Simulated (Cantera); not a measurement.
Input: 1 mol Si3N4, 0.061 mol N2O, 11 mol N2, at 0.660 Pa.

Method: chemical equilibrium by Gibbs-energy minimisation in Cantera with the NASA 1993 tables (ideal gas, pure condensed phases). Candidate condensed phases: Si, SiO2, Si2N2O, Si3N4; 16 gas species. The tables' values for SiN are old estimates; treat these amounts as uncertain. Rates play no part.

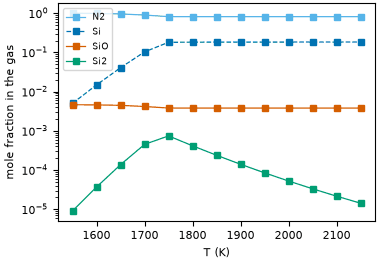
Equilibrium gas composition (values under 1e-9 drawn at 1e-9)

**Question.** Read off the mole fractions at 1600 K.

**Answer.** N2 about 0.98, Si about 0.015, SiO about 0.0046, Si2 about 3.7e-5.
